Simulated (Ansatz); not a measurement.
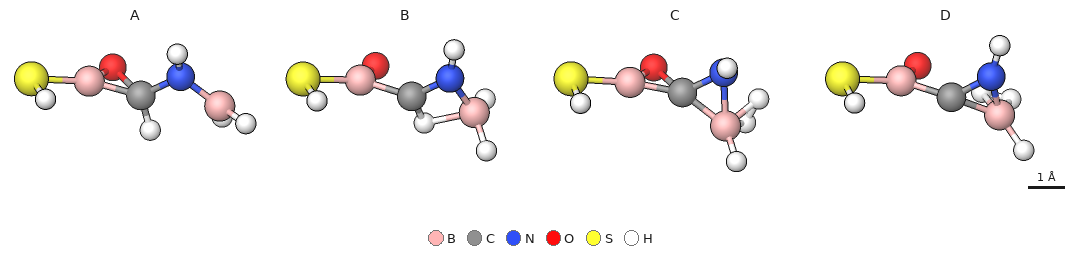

4 geometries from a converged minimum-energy path of CH5B2NOS, shuffled. Style: ball-and-stick. Shown at a tilt.

The calculation used RKS LDA/def2-SVP in Ansatz 0.2.0. Run with 5 movable images; climbing image; force threshold 0.05 eV/Å; iteration limit 60; starting path through a guess of the saddle point.

Question: One of them is the converged climbing image. Which?

Answer: C. In order along the path, whose images run from 0 to 6: C (image 1, +1.64 eV), D (image 3, +1.15 eV), B (image 4, +0.59 eV), A (image 5, −0.28 eV). Breaking: B–C (1.54 → 2.49 Å), H–N (1.03 → 2.08 Å). Forming: C–H (2.12 → 1.11 Å).
